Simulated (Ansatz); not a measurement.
**H2S3: geometry and vibrations**

The task is to find a stationary geometry of H2S3, check the end point by its vibrations and derive ideal-gas thermochemistry, and look at its orbitals and charge.

The runs use Ansatz 0.2.0, Gaussian basis; RKS PBE0-D4/def2-TZVP.

Levels to be run: relaxation at PBE-D4/def2-SVP; relaxation at PBE0-D4/def2-TZVP; harmonic vibrations at the same level; a single point in def2-TZVPP for the fields.

### Step 1. The system as given

SMILES `SSS`, 5 atoms, charge 0, spin multiplicity 1.

Atoms are counted from 1 here; the program's logs count them from 0.

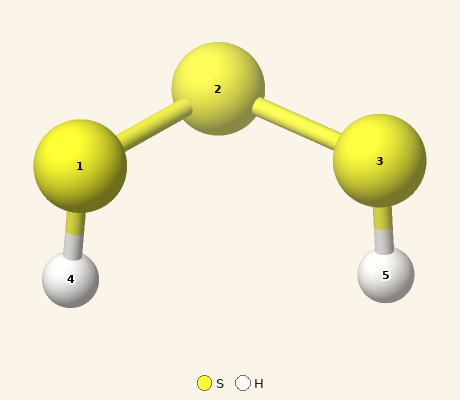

As it starts; sulfur yellow, hydrogen white; atoms are numbered from 1 in the order of the file.

As a file:

```csv
atom,x (Å),y (Å),z (Å)
S1,-1.51900,-0.75710,0.07600
S2,-0.40910,0.79070,0.82630
S3,1.47000,0.04820,0.79000
H4,-1.32370,-0.46770,-1.24860
H5,1.83160,0.31220,-0.48520
```

The start is a force-field geometry with small random shifts, so a cheaper pass at PBE-D4/def2-SVP comes first.

### Step 2. Geometry optimisation, PBE-D4/def2-SVP (cheap first pass)

Input file in.yaml:

```yaml
crystal:
  periodic: [false, false, false]
  atoms:
    - {symbol: S, position_ang: [-1.519000, -0.757100, 0.076000]}
    - {symbol: S, position_ang: [-0.409100, 0.790700, 0.826300]}
    - {symbol: S, position_ang: [1.470000, 0.048200, 0.790000]}
    - {symbol: H, position_ang: [-1.323700, -0.467700, -1.248600]}
    - {symbol: H, position_ang: [1.831600, 0.312200, -0.485200]}
basis:
  gaussian: {orbitals: def2-SVP}
hamiltonian: {xc: pbe, dispersion: d4}
relax: {f_tol: 0.03, max_steps: 200}
```

Started as:

```
$ ansatz run in.yaml --threads 2 --pin off --events-out ev --progress --plain --max-ram 4352MiB
```

Output, cut to the lines that bear on the results:

```text
Functional definition: PBE
  name "PBE"
  cite "Perdew, Burke & Ernzerhof, Phys. Rev. Lett. 77, 3865 (1996) doi:10.1103/PhysRevLett.77.3865"
  parent pbe
[...]
731 factors; their error is unknown
[...]
mean field -32514.42121921 eV, -1194.8829407399 hartree, gradient 5.3e-5 eV, S^2 0.000000; 0 other end points of the search recorded, 0 dependent functions left out
[...]
reference -32514.42124081 eV, -1194.8829415335 hartree; 25, 25 occupied and 39, 39 virtual orbitals, 731 factors
relax step   1: F+E_penalty+E_count = -32514.56451641 eV  Δ(F+E_penalty+E_count) = +0.000e0 eV  max|allowed force component| = 1.294e0 eV/Å  Δτ_max = 0.0000 Å  (23 SCF iters, accepted)
[...]
relax step   4: F+E_penalty+E_count = -32514.68629072 eV  Δ(F+E_penalty+E_count) = -1.788e-3 eV  max|allowed force component| = 9.837e-2 eV/Å  Δτ_max = 0.0485 Å  (24 SCF iters, accepted)
[...]
relax step   5: F+E_penalty+E_count = -32514.68878665 eV  Δ(F+E_penalty+E_count) = -2.496e-3 eV  max|allowed force component| = 1.716e-2 eV/Å  Δτ_max = 0.0283 Å  (23 SCF iters, accepted)
731 factors; their error is unknown
mean field -32514.55070247 eV, -1194.8876991616 hartree, gradient 2.9e-5 eV, S^2 0.000000; 1 other end points of the search recorded, 0 dependent functions left out
[...]
reference -32514.55072452 eV, -1194.8876999720 hartree; 25, 25 occupied and 39, 39 virtual orbitals, 731 factors
Total energy: -32514.68880871 eV, -1194.8927744723 hartree
Atom 0 at    -1.608458    -0.778221     0.057325 Å, force    -0.002024     0.000242     0.017165 eV/Å
Atom 1 at    -0.382007     0.766567     0.763479 Å, force    -0.003641     0.003450    -0.005091 eV/Å
Atom 2 at     1.587805     0.061564     0.849035 Å, force     0.002304    -0.009190    -0.017088 eV/Å
Atom 3 at    -1.510619    -0.502257    -1.280643 Å, force     0.004831    -0.000417    -0.010496 eV/Å
Atom 4 at     1.963079     0.378647    -0.430697 Å, force    -0.001470     0.005914     0.015511 eV/Å
Dipole moment:     0.092521     0.022601    -0.407368 e Å
```

Wall time 3.4 s (2 threads of Arm Neoverse V2, shared host).

The steps of the relaxation:

```csv
step,energy from step 1 (eV),largest force component (eV/Å)
1,0.0000,1.2939
2,-0.0945,0.2736
3,-0.1200,0.1094
4,-0.1218,0.0984
5,-0.1243,0.0172
```

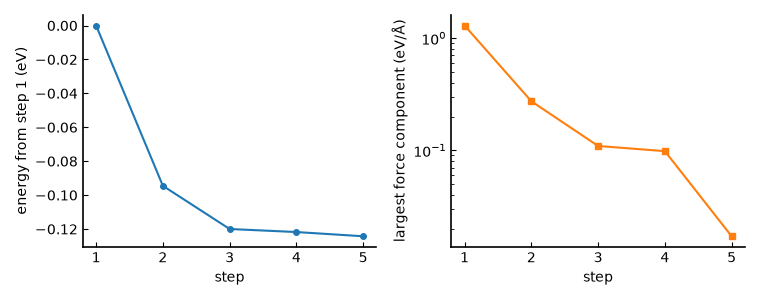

Energy and force, step by step.

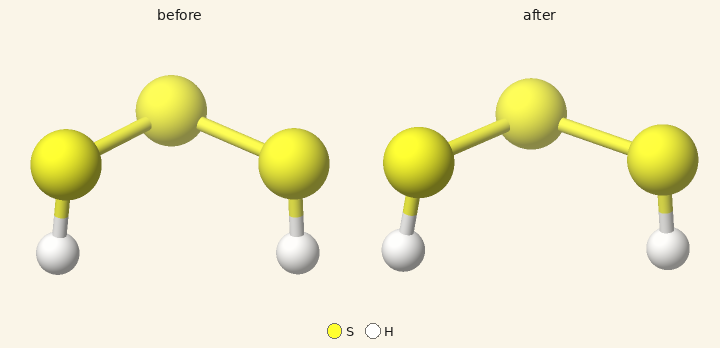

Before and after, at one scale.

Distances of close pairs at the start and the end, largest changes first:

```csv
bond,before (Å),after (Å),change (Å)
S2–S3,2.021,2.094,+0.073
S1–S2,2.047,2.095,+0.048
S3–H5,1.352,1.371,+0.019
S1–H4,1.370,1.370,-0.000
```

### Step 3. Relaxation at PBE0-D4/def2-TZVP

Input file in.yaml:

```yaml
crystal:
  periodic: [false, false, false]
  atoms:
    - {symbol: S, position_ang: [-1.608458, -0.778221, 0.057325]}
    - {symbol: S, position_ang: [-0.382007, 0.766567, 0.763479]}
    - {symbol: S, position_ang: [1.587805, 0.061564, 0.849035]}
    - {symbol: H, position_ang: [-1.510619, -0.502257, -1.280643]}
    - {symbol: H, position_ang: [1.963079, 0.378647, -0.430697]}
basis:
  gaussian: {orbitals: def2-TZVP}
hamiltonian: {xc: pbe0, dispersion: d4}
relax: {f_tol: 0.005, max_steps: 150}
```

The command is unchanged.

Output, cut to the lines that bear on the results:

```text
Functional definition: PBE0
  name "PBE0"
  cite "Adamo & Barone, J. Chem. Phys. 110, 6158 (1999) doi:10.1063/1.478522"
  cite "Perdew, Burke & Ernzerhof, Phys. Rev. Lett. 77, 3865 (1996) doi:10.1103/PhysRevLett.77.3865"
  parent pbe
[...]
901 factors; their error is unknown
[...]
mean field -32528.69918669 eV, -1195.4076463667 hartree, gradient 3.2e-5 eV, S^2 0.000000; 0 other end points of the search recorded, 0 dependent functions left out
[...]
reference -32528.69920975 eV, -1195.4076472139 hartree; 25, 25 occupied and 98, 98 virtual orbitals, 901 factors
relax step   1: F+E_penalty+E_count = -32528.81589375 eV  Δ(F+E_penalty+E_count) = +0.000e0 eV  max|allowed force component| = 7.808e-1 eV/Å  Δτ_max = 0.0000 Å  (26 SCF iters, accepted)
[...]
901 factors; their error is unknown
mean field -32528.75387748 eV, -1195.4096562162 hartree, gradient 7.3e-5 eV, S^2 0.000000; 1 other end points of the search recorded, 0 dependent functions left out
[...]
reference -32528.75390037 eV, -1195.4096570574 hartree; 25, 25 occupied and 98, 98 virtual orbitals, 901 factors
Total energy: -32528.87217467 eV, -1195.4140035576 hartree
Atom 0 at    -1.569736    -0.757232     0.062424 Å, force    -0.000998     0.000133    -0.004524 eV/Å
Atom 1 at    -0.374141     0.754028     0.747860 Å, force    -0.000415     0.002589     0.001114 eV/Å
Atom 2 at     1.543913     0.048415     0.827139 Å, force     0.002188    -0.000755    -0.004829 eV/Å
Atom 3 at    -1.475770    -0.497348    -1.256497 Å, force     0.000332    -0.001793     0.004000 eV/Å
Atom 4 at     1.925533     0.378436    -0.422428 Å, force    -0.001107    -0.000174     0.004238 eV/Å
Dipole moment:     0.087144     0.013431    -0.370552 e Å
```

Wall time 9.5 s (2 threads of Arm Neoverse V2, shared host).

The steps of the relaxation:

```csv
step,energy from step 1 (eV),largest force component (eV/Å)
1,0.0000,0.7808
2,-0.0495,0.2437
3,-0.0554,0.0633
4,-0.0562,0.0177
5,-0.0563,0.0048
```

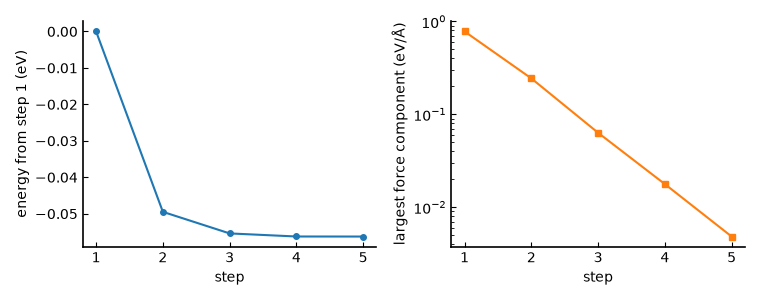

Energy and largest force along the relaxation.

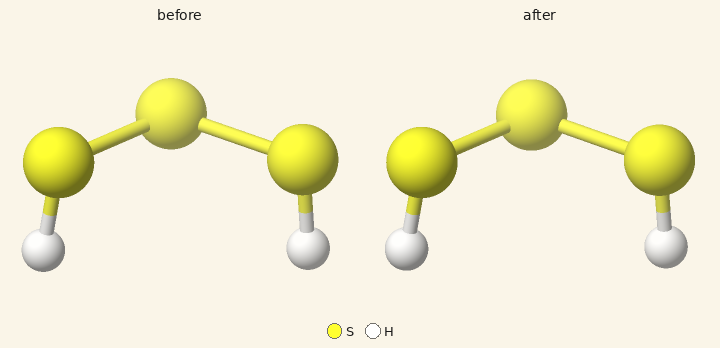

Before and after, at one scale.

Distances of close pairs at the start and the end, largest changes first:

```csv
bond,before (Å),after (Å),change (Å)
S1–S2,2.095,2.045,-0.050
S2–S3,2.094,2.045,-0.049
S3–H5,1.371,1.348,-0.023
S1–H4,1.370,1.348,-0.022
```

Mulliken charges of the relaxed molecule (report file):

```csv
atom,value (e)
S1,-0.15
S2,-0.04
S3,-0.15
H4,0.17
H5,0.17
```

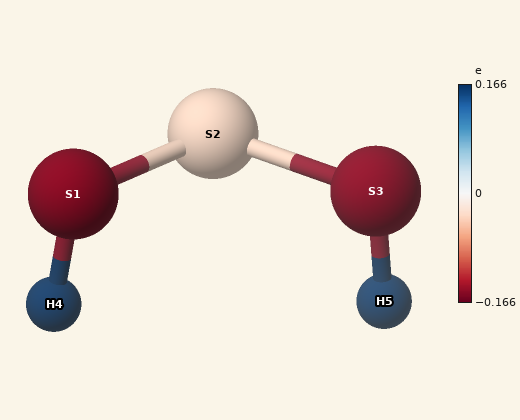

Mulliken charges of the relaxed molecule (report file), as colours on the atoms.

### Step 4. Force constants and modes

Input file in.yaml:

```yaml
crystal:
  periodic: [false, false, false]
  atoms:
    - {symbol: S, position_ang: [-1.569736, -0.757232, 0.062424]}
    - {symbol: S, position_ang: [-0.374141, 0.754028, 0.747860]}
    - {symbol: S, position_ang: [1.543913, 0.048415, 0.827139]}
    - {symbol: H, position_ang: [-1.475770, -0.497348, -1.256497]}
    - {symbol: H, position_ang: [1.925533, 0.378436, -0.422428]}
basis:
  gaussian: {orbitals: def2-TZVP}
hamiltonian: {xc: pbe0, dispersion: d4}
phonons: {temperatures: {t_min: 298.15, t_max: 900, t_step: 200}}
```

Same command.

Output, cut to the lines that bear on the results:

```text
Functional definition: PBE0
  name "PBE0"
  cite "Adamo & Barone, J. Chem. Phys. 110, 6158 (1999) doi:10.1063/1.478522"
  cite "Perdew, Burke & Ernzerhof, Phys. Rev. Lett. 77, 3865 (1996) doi:10.1103/PhysRevLett.77.3865"
  parent pbe
[...]
901 factors; their error is unknown
[...]
mean field -32528.75387763 eV, -1195.4096562217 hartree, gradient 7.4e-5 eV, S^2 0.000000; 0 other end points of the search recorded, 0 dependent functions left out
[...]
reference -32528.75390052 eV, -1195.4096570627 hartree; 25, 25 occupied and 98, 98 virtual orbitals, 901 factors
[...]
901 factors; their error is unknown
[...]
mean field -32528.75382064 eV, -1195.4096541271 hartree, gradient 2.4e-6 eV, S^2 0.000000; 0 other end points of the search recorded, 0 dependent functions left out
[...]
reference -32528.75384352 eV, -1195.4096549680 hartree; 25, 25 occupied and 98, 98 virtual orbitals, 901 factors
[...]
901 factors; their error is unknown
[...]
mean field -32528.75379760 eV, -1195.4096532807 hartree, gradient 1.4e-6 eV, S^2 0.000000; 0 other end points of the search recorded, 0 dependent functions left out
[...]
reference -32528.75382049 eV, -1195.4096541218 hartree; 25, 25 occupied and 98, 98 virtual orbitals, 901 factors
Total energy: -32528.87217481 eV, -1195.4140035627 hartree
Atom 0 at    -1.569736    -0.757232     0.062424 Å, force    -0.001004     0.000131    -0.004526 eV/Å
Atom 1 at    -0.374141     0.754028     0.747860 Å, force    -0.000407     0.002588     0.001115 eV/Å
Atom 2 at     1.543913     0.048415     0.827139 Å, force     0.002187    -0.000753    -0.004820 eV/Å
Atom 3 at    -1.475770    -0.497348    -1.256497 Å, force     0.000333    -0.001793     0.004000 eV/Å
Atom 4 at     1.925533     0.378436    -0.422428 Å, force    -0.001108    -0.000173     0.004232 eV/Å
Dipole moment:     0.087142     0.013432    -0.370551 e Å
Vibrations: 211.40 341.70 353.12 498.84 510.77 877.98 893.05 2659.10 2661.21 cm⁻¹, zero-point energy 0.558373 eV
```

Wall time 34 s (2 threads of Arm Neoverse V2, shared host).

Motions are named by where the mode's potential energy lies. Wavenumbers, unscaled:

```csv
mode,cm⁻¹,motion
1,211,bend
2,342,torsion
3,353,torsion
4,499,S–S stretch
5,511,S–S stretch
6,878,bend
7,893,bend
8,2659,S–H stretch
9,2661,S–H stretch
```

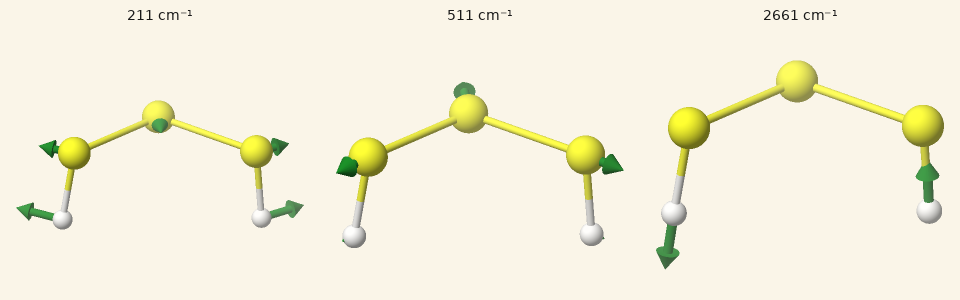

Displacements of 3 modes, as arrows.

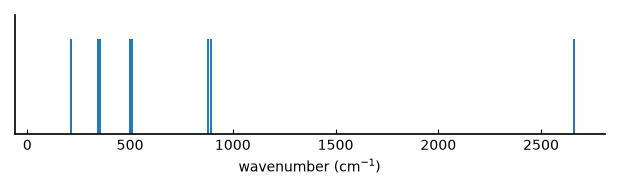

The harmonic wavenumbers as sticks (no intensities were computed).

Ideal gas, rigid rotor and harmonic oscillator at 298.15 K and 1 bar, with symmetry number 1:

```csv
term,value
zero-point energy,53.9 kJ/mol
H(298) − E,68.6 kJ/mol
"entropy, translation",166.1 J/(mol K)
"entropy, rotation",107.3 J/(mol K)
"entropy, vibration",25.0 J/(mol K)
"entropy, total",298.4 J/(mol K)
```

### Step 5. Fields at the relaxed geometry

in.yaml, as its differences from that of step 4:

```diff
@@ -9,4 +9,4 @@
 basis:
-  gaussian: {orbitals: def2-TZVP}
+  gaussian: {orbitals: def2-TZVPP}
 hamiltonian: {xc: pbe0, dispersion: d4}
-phonons: {temperatures: {t_min: 298.15, t_max: 900, t_step: 200}}
+output: {orbitals: {seedname: orbitals}}
```

The command is unchanged.

Output:

```text
Functional definition: PBE0
  name "PBE0"
  cite "Adamo & Barone, J. Chem. Phys. 110, 6158 (1999) doi:10.1063/1.478522"
  cite "Perdew, Burke & Ernzerhof, Phys. Rev. Lett. 77, 3865 (1996) doi:10.1103/PhysRevLett.77.3865"
  parent pbe
  parameter a = 0.25
  parameter kappa = 0.804
  parameter beta = 0.06672455060314922
  exchange = (1 - a)*pbe_x(kappa = kappa, mu = beta*pi^2/3) + a*exact_x
  correlation = pbe_c(beta = beta)
1063 factors; their error is unknown
mean field evaluation 1: about -32528.4153 eV, gradient 1.2e1 eV
mean field evaluation 2: about -32528.5686 eV, gradient 9.7e0 eV
mean field evaluation 4: about -32528.7601 eV, gradient 1.0e0 eV
mean field evaluation 8: about -32528.7910 eV, gradient 1.0e-1 eV
mean field -32528.79097402 eV, -1195.4110194888 hartree, gradient 7.6e-5 eV, S^2 0.000000; 0 other end points of the search recorded, 0 dependent functions left out
reference -32528.79099707 eV, -1195.4110203358 hartree; 25, 25 occupied and 129, 129 virtual orbitals, 1063 factors
Total energy: -32528.90927136 eV, -1195.4153668358 hartree
```

Wall time 1.6 s (2 threads of Arm Neoverse V2, shared host).

Orbitals, density, ELF and potential are computed afterwards from the orbital file.

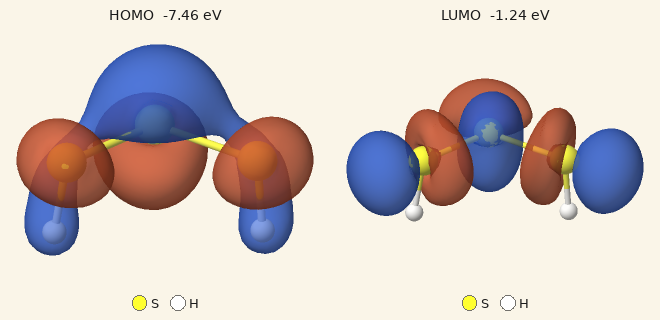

PBE0-D4/def2-TZVPP orbitals near the gap, drawn at the value that encloses 70 % of each; the two colours are the two signs.

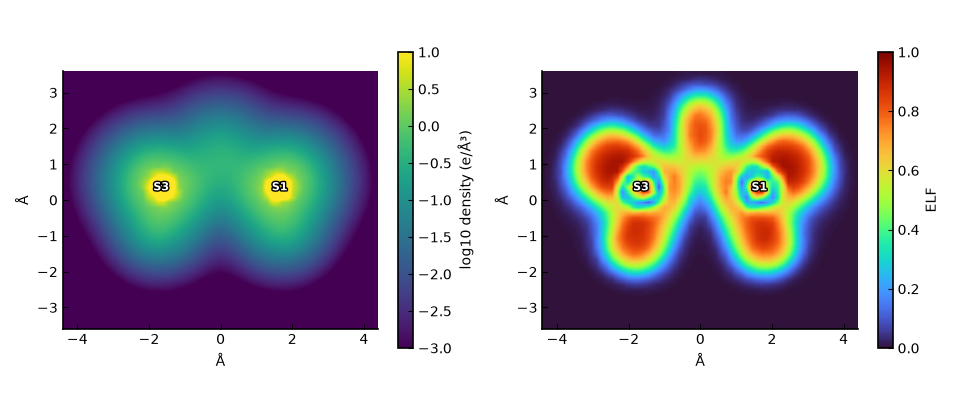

Density (left) and ELF (right) in a plane through or near 2 of the atoms.

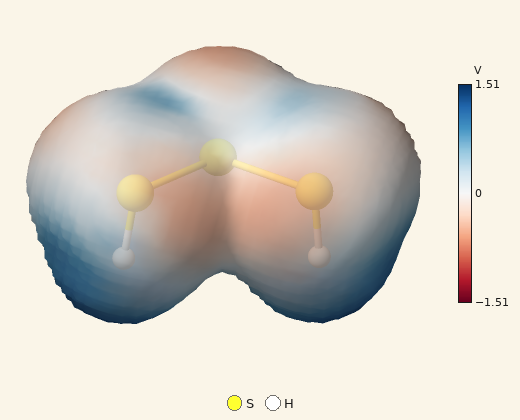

The potential that a unit positive charge feels on the 0.002 e/bohr³ surface, from the 1st to the 99th percentile, from -0.59 V near S3 to 1.51 V near H4.

### Step 6. Summary of results

| quantity | value |
| --- | --- |
| point group | Cs |
| steps | 5 + 5 |
| shift from the start (rms) | 0.109 Å |
| total energy | -32528.8722 eV |
| dispersion term | -118 meV |
| dipole moment | 1.83 D |
| lowest, highest wavenumber | 211, 2661 cm⁻¹ |
| zero-point energy | 53.9 kJ/mol |
| entropy at 298.15 K | 298.4 J/(mol K) |
| HOMO, LUMO | -7.46, -1.24 eV |

What this shows: The atoms moved 0.11 Å (rms) from the start; the bond that changed most is S2–S3, from 2.021 to 2.045 Å. No mode is imaginary: a true minimum at this level. The stiffest mode, 2661 cm⁻¹, is an S–H stretch. Harmonic hybrid wavenumbers usually lie a few per cent above measured fundamentals. The largest Mulliken charge, +0.17 e, sits on H4. The HOMO lies mostly on S2 58 %; S1, S3 about 16 % each and the LUMO on S2 38 %; S1, S3 about 26 % each.
